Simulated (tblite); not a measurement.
Molecular dynamics of C2H2F4

System: C2H2F4, SMILES FCC(F)(F)F.
Method: GFN2-xTB Langevin dynamics, gas phase (tblite 0.8.0).

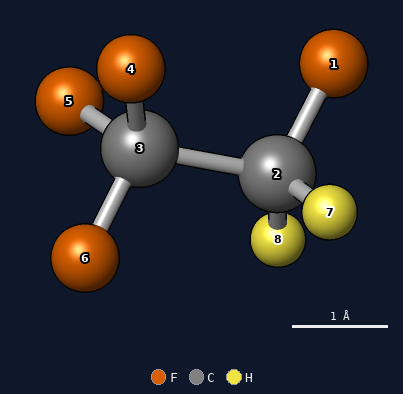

Figure 1. The starting structure (ball-and-stick view, seen at a tilt; atoms are numbered from 1 in the order of the input).

Key numbers:

| quantity | value |
| --- | --- |
| outcome | finished |
| mean temperature over the second half | 535 K |
| trajectory | 25 frames kept, 12600 fs |
| hardware | 1 CPU thread, shared host |
| wall time | 27 s |
| peak memory | 0.45 GiB |

Input:
```
{"job": {"dt": 1.5, "steps": 8000, "equilibration": 400, "friction": 0.005, "h_mass": 4.0, "temperature": 500, "xc": "GFN2-xTB", "basis": "xTB", "kind": "md"}, "charge": 0, "multiplicity": 1}
F     -1.296532    -1.211393    -0.056272
C     -0.790196     0.047631    -0.109358
C      0.729173     0.013169     0.072015
F      1.095296    -0.497590     1.247630
F      1.344722    -0.687835    -0.880136
F      1.214618     1.263518     0.016995
H     -1.235376     0.634966     0.700549
H     -1.025477     0.475183    -1.089685
```

The first line tells a small driver script what to run in tblite; the rest is the geometry in Å.

Command:
```bash
OMP_NUM_THREADS=1 python <driver script> task.json out
```

The program's output:
```
t/fs     T/K   E - E0/eV
     0.0    586.0    -0.0000
   525.0    416.9     0.3294
  1050.0    556.4     0.2550
  1575.0    411.8     0.6052
  2100.0    433.5     0.3897
  2625.0    415.3     0.4022
  3150.0    423.2     0.3885
  3675.0    369.3     0.2755
  4200.0    475.1     0.5029
  4725.0    631.7     0.2724
  5250.0    379.4     0.4688
  5775.0    777.9     0.6526
  6300.0    501.3     0.2898
  6825.0    416.8     0.2534
  7350.0    485.8     0.2110
  7875.0    593.4     0.4613
  8400.0    671.8     0.4331
  8925.0    647.7     0.3070
  9450.0    439.6     0.4447
  9975.0    582.0     0.3179
 10500.0    390.5     0.3628
 11025.0    441.8     0.3517
 11550.0    536.4     0.7848
 12075.0    557.2     0.4765
 12600.0    688.4     0.5119
```

Trajectory as extended XYZ (Å, eV, eV/Å), 13 of the 25 frames kept, from step=0 to step=8400:
```
8
Properties=species:S:1:pos:R:3:forces:R:3 step=0 time_fs=0.0 energy=-659.29132 temperature=586.0
F    -1.2965   -1.2114   -0.0563    0.0000  -0.0010   0.0000
C    -0.7902    0.0476   -0.1094   -0.0010  -0.0010   0.0010
C     0.7292    0.0132    0.0720    0.0000   0.0010  -0.0010
F     1.0953   -0.4976    1.2476   -0.0010   0.0010  -0.0020
F     1.3447   -0.6878   -0.8801    0.0010  -0.0010   0.0010
F     1.2146    1.2635    0.0170    0.0010   0.0000   0.0010
H    -1.2354    0.6350    0.7005    0.0000   0.0010   0.0000
H    -1.0255    0.4752   -1.0897    0.0010   0.0000   0.0010
8
Properties=species:S:1:pos:R:3:forces:R:3 step=700 time_fs=1050.0 energy=-659.03632 temperature=556.4
F    -0.4932   -0.9638    1.1742    1.1130  -1.4220   2.0310
C    -0.8353   -0.3486    0.0936   -1.5050   2.8790  -1.6280
C     0.3213    0.0151   -0.8406    0.9790   0.9330   1.4730
F     1.2785    0.8333   -0.2775   -0.8860  -0.1380  -0.1520
F     0.9779   -1.0699   -1.1151    0.7510  -1.3570  -0.9270
F    -0.0655    0.6170   -1.9527   -0.2770  -0.0160  -0.1690
H    -1.3479    0.6128    0.4244    0.2280  -0.7980  -0.5690
H    -1.4815   -0.9857   -0.5089   -0.4030  -0.0820  -0.0580
8
Properties=species:S:1:pos:R:3:forces:R:3 step=1400 time_fs=2100.0 energy=-658.90161 temperature=433.5
F    -0.0293   -1.9289    0.6410    0.6040   0.5780   0.7450
C    -0.8682   -2.1054   -0.3727   -0.6010  -0.4680  -0.2860
C    -0.3249   -1.7035   -1.6955    2.5940   1.6730  -0.6140
F    -0.3932   -0.2851   -1.7222    0.4030  -1.8510  -0.5730
F     0.9705   -2.0744   -1.9900   -0.9410   0.7260   0.7290
F    -0.9903   -2.1915   -2.6957   -1.1130   0.0060  -0.7200
H    -1.7310   -1.4441   -0.3480   -0.5320  -0.0210   0.8800
H    -1.1217   -3.1516   -0.3635   -0.4140  -0.6430  -0.1600
8
Properties=species:S:1:pos:R:3:forces:R:3 step=2100 time_fs=3150.0 energy=-658.90284 temperature=423.2
F    -3.4743   -4.8794   -0.2266    0.4070   2.1250  -0.3200
C    -3.3275   -3.4805   -0.3206    0.2010  -0.0100   1.0090
C    -2.6416   -2.8558   -1.5452   -1.7800  -1.1890   0.0300
F    -1.3702   -3.1667   -1.5649    0.7010   0.0880  -0.4680
F    -3.2174   -3.1543   -2.7141    0.3520  -0.0210  -0.1580
F    -2.8023   -1.5513   -1.3631    0.3780   0.7460  -0.1930
H    -2.5901   -3.0499    0.4038   -0.5140  -1.0660   0.5030
H    -4.2888   -2.9633   -0.1075    0.2550  -0.6720  -0.4040
8
Properties=species:S:1:pos:R:3:forces:R:3 step=2800 time_fs=4200.0 energy=-658.78839 temperature=475.1
F    -0.6632   -1.0033    0.3951   -1.4500  -0.3850  -0.9500
C    -1.9716   -1.3927   -0.0505    3.4680  -1.8030   0.6650
C    -2.0514   -1.6195   -1.5493    1.3250  -0.4990  -0.4030
F    -1.0296   -1.1141   -2.2443    0.5330  -0.0060   0.2140
F    -2.0510   -2.9307   -1.7647   -0.3190  -0.5530  -0.6060
F    -3.1004   -1.0670   -2.1391   -0.8180  -0.1650   0.3620
H    -2.5577   -0.5889    0.0630   -2.3580   2.9330   1.3670
H    -2.1495   -2.2931    0.5770   -0.3810   0.4780  -0.6490
8
Properties=species:S:1:pos:R:3:forces:R:3 step=3500 time_fs=5250.0 energy=-658.82254 temperature=379.4
F    -2.5125   -0.1767   -0.0071   -0.1190   0.2240  -0.6000
C    -2.9506   -1.1289   -0.8356    0.1120  -3.1700  -0.3780
C    -2.1242   -2.5147   -0.6996   -0.1370   0.9710  -0.8070
F    -1.0723   -2.6688   -1.5338   -0.0830   0.5860   0.4290
F    -1.7402   -2.8823    0.5094   -0.0440   0.2990   0.0540
F    -3.0004   -3.4080   -1.1488   -0.4800  -0.8650  -0.0330
H    -2.9985   -0.9978   -1.9533    0.4430   0.8880   1.0690
H    -3.9471   -1.5596   -0.5504    0.3080   1.0660   0.2670
8
Properties=species:S:1:pos:R:3:forces:R:3 step=4200 time_fs=6300.0 energy=-659.00149 temperature=501.3
F    -2.3308   -1.8136    1.3357   -0.8140   0.3290  -1.4470
C    -2.9425   -2.0855    0.0921    0.0620  -0.0960   1.2800
C    -2.1972   -3.2561   -0.4292    1.6980  -1.0590   0.2270
F    -2.5843   -3.6503   -1.6610    0.4980   0.2940   0.6330
F    -0.8656   -2.9595   -0.3818   -0.5030  -0.1840  -0.9660
F    -2.2776   -4.3103    0.3907   -0.4680  -0.2650  -0.2620
H    -2.8638   -1.3066   -0.6572    0.0120   0.6410   0.3980
H    -3.9516   -2.4258    0.2900   -0.4850   0.3400   0.1370
8
Properties=species:S:1:pos:R:3:forces:R:3 step=4900 time_fs=7350.0 energy=-659.08029 temperature=485.8
F    -1.2761   -4.7082    2.1737   -0.1580   0.0780   0.0150
C    -2.6117   -4.7345    1.9330   -0.6040   0.4050   0.3830
C    -2.8483   -4.9531    0.4307   -0.1220   0.1450  -0.6730
F    -2.7224   -3.7825   -0.2297   -0.1780  -0.7640  -0.0510
F    -1.9521   -5.8381   -0.0846   -0.8080   0.8360   0.4130
F    -4.0982   -5.4678    0.1438    1.3220   0.6990   0.4540
H    -3.0953   -3.8345    2.4296    0.5710  -0.5440  -1.1020
H    -3.0573   -5.5863    2.4102   -0.0250  -0.8540   0.5610
8
Properties=species:S:1:pos:R:3:forces:R:3 step=5600 time_fs=8400.0 energy=-658.85820 temperature=671.8
F    -3.6741   -5.8313    1.3903    0.9800   0.0170  -1.1460
C    -2.9947   -5.4323    0.2314   -2.3280   1.6460   0.6860
C    -3.9105   -5.7223   -1.0347    1.8750  -0.8710   0.6740
F    -5.0603   -5.0902   -1.0851    0.3240  -0.3940  -0.1730
F    -3.0949   -5.3153   -2.0776   -1.3140  -0.6890   0.5140
F    -4.1083   -7.1233   -1.1132    0.1490   2.4790  -0.2590
H    -2.0792   -5.9285    0.0376    0.7860  -0.8470   0.3390
H    -2.7851   -4.3132    0.4116   -0.4710  -1.3400  -0.6350
8
Properties=species:S:1:pos:R:3:forces:R:3 step=6300 time_fs=9450.0 energy=-658.84658 temperature=439.6
F    -3.3367   -7.1306    2.2099   -0.8680   0.7720  -0.9200
C    -4.1533   -6.5605    1.2465   -0.8820   0.3940   0.0810
C    -3.5491   -6.6258   -0.1499    1.4610   1.4480   0.7100
F    -4.5336   -6.2360   -1.0086    1.4070  -0.4390   0.1960
F    -2.3904   -5.8166   -0.2898   -2.0170  -0.6710  -0.1780
F    -3.0927   -7.8327   -0.3501   -0.2020  -0.6830  -1.0260
H    -4.4084   -5.4592    1.4517    0.3340  -1.5580   0.2320
H    -5.0774   -7.2088    1.0708    0.7680   0.7370   0.9050
8
Properties=species:S:1:pos:R:3:forces:R:3 step=7000 time_fs=10500.0 energy=-658.92854 temperature=390.5
F    -4.6934   -9.1771    0.4116   -0.1380   1.3240  -1.0880
C    -4.6430   -8.1688   -0.5540    1.0550   0.5710   0.2910
C    -4.7195   -6.7264    0.1011   -0.5180  -2.3390   2.5460
F    -5.0155   -5.7113   -0.6227    0.0200   0.7770  -1.4460
F    -5.6937   -6.6892    1.1153    1.2460  -0.3140  -0.8940
F    -3.5163   -6.5346    0.6801   -0.4950   0.3910   0.0280
H    -5.3963   -8.3035   -1.3236   -0.3260  -0.2070   0.1730
H    -3.6140   -8.1937   -1.0240   -0.8440  -0.2020   0.3910
8
Properties=species:S:1:pos:R:3:forces:R:3 step=7700 time_fs=11550.0 energy=-658.50651 temperature=536.4
F    -6.0223   -7.2103   -1.2426    0.1100   0.7980  -0.5750
C    -4.6724   -7.1844   -1.3622    0.6900  -2.5720   1.4650
C    -4.1877   -7.5518    0.1976   -0.8110   0.1330  -1.1690
F    -3.1187   -6.7352    0.5716   -1.7310  -1.7040  -0.3210
F    -5.3175   -7.2403    0.8529    1.1780   0.2650   0.8860
F    -3.9899   -8.8866    0.5231    0.4780   2.0710  -0.7950
H    -4.2028   -6.2498   -1.6166   -0.3740   0.5030  -0.1120
H    -4.4803   -7.9952   -2.1095    0.4600   0.5050   0.6210
8
Properties=species:S:1:pos:R:3:forces:R:3 step=8400 time_fs=12600.0 energy=-658.77944 temperature=688.4
F    -6.5680   -7.0302   -0.7784   -1.8290  -2.0830  -2.8000
C    -6.2003   -6.2773    0.1782    1.0920   3.1150   2.2750
C    -4.6828   -5.9950   -0.1095    0.7610  -0.8400  -0.3840
F    -4.4253   -5.6143   -1.4075   -0.7810   0.4510   1.4780
F    -4.1893   -5.1150    0.7705    0.0180  -0.2340  -0.6500
F    -3.9021   -7.1330   -0.0611   -0.8870   0.8150   0.7110
H    -6.4489   -6.7502    1.1377    0.7810  -0.2830   0.1020
H    -6.7917   -5.2880    0.2538    0.8440  -0.9410  -0.7330
```

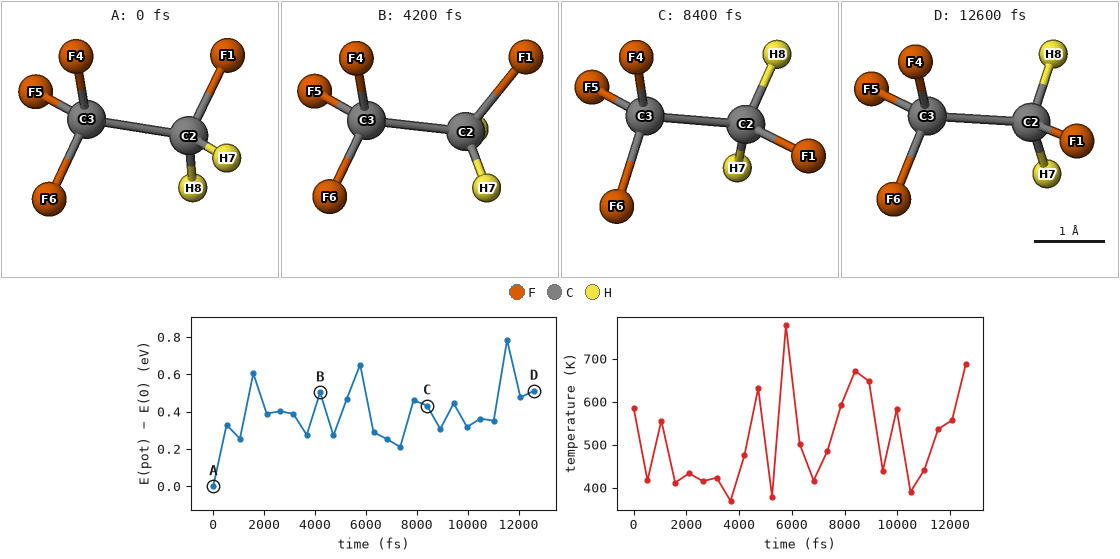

Figure 2. Frames of the molecular dynamics (ball-and-stick, seen at a tilt) above the curves, on which the letters mark them. The trajectory kept here has 25 frames over 12600 fs. The temperature starts at 586 K, ranges from 369 to 778 K and averages 535 K over the second half. The potential energy ends 0.512 eV above its first value. After an unweighted best fit of the last frame on the first, the root-mean-square displacement is 0.96 Å.
